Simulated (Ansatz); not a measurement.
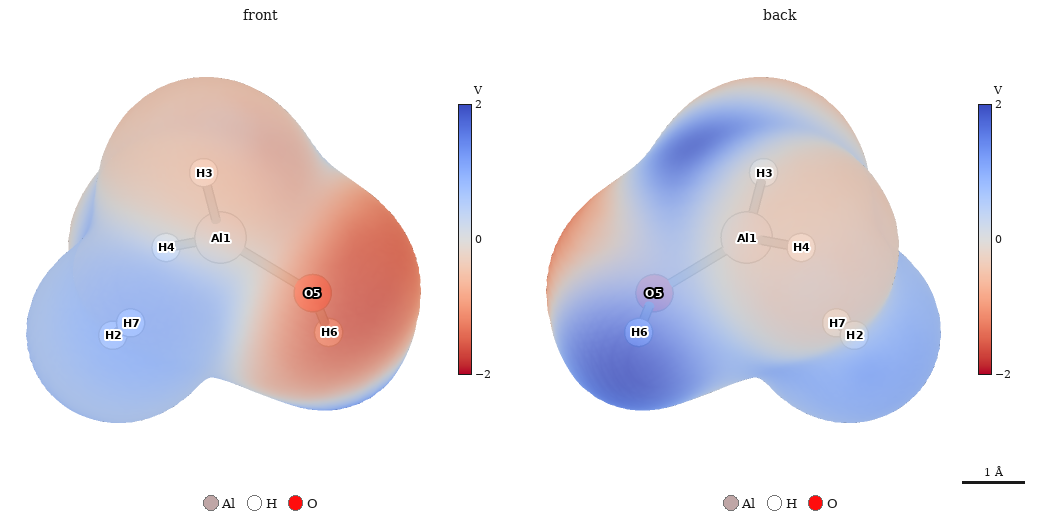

AlH₃O···H₂. The molecular electrostatic potential painted on the density surface at 0.001 e/bohr³, seen from the front and from behind; red is negative and blue positive.

All numbers below come from Ansatz 0.2.0, RKS PBE/cc-pVDZ.

Input

```
crystal:
  periodic: [false, false, false]
  atoms:
    - { symbol: Al, position_ang: [0.037486, -0.453441, -0.447221] }
    - { symbol: H, position_ang: [-0.000527, -0.068295, 2.285745] }
    - { symbol: H, position_ang: [1.43242, 0.291738, -0.652036] }
    - { symbol: H, position_ang: [-1.406193, 0.131547, -0.827787] }
    - { symbol: O, position_ang: [0.177391, -2.086568, 0.224337] }
    - { symbol: H, position_ang: [-0.634676, -2.622097, 0.30561] }
    - { symbol: H, position_ang: [0.0654, -0.717984, 1.965353] }
basis:
  gaussian: { orbitals: cc-pVDZ }
hamiltonian:
  xc: pbe
relax:
  f_tol: 0.03
  max_steps: 50
output:
  orbitals: {}
```

Launched as:

```sh
ansatz run input.yaml --threads 1 --pin off --max-ram 2048MiB --backend cpu --events-out ev --progress --plain --runs-dir out
```

The fields are those of the run's last geometry, not of the input's.

### Which sites attract a positive test charge, and which a negative one?

A positive charge is drawn to the negative regions and a negative charge to the positive ones. The most negative region (about −1.4 V, or −32 kcal/mol for a unit charge) lies over O5, the most positive (about +1.7 V, or +39 kcal/mol for a unit charge) over H6. O5 is the likeliest acceptor of a hydrogen bond.
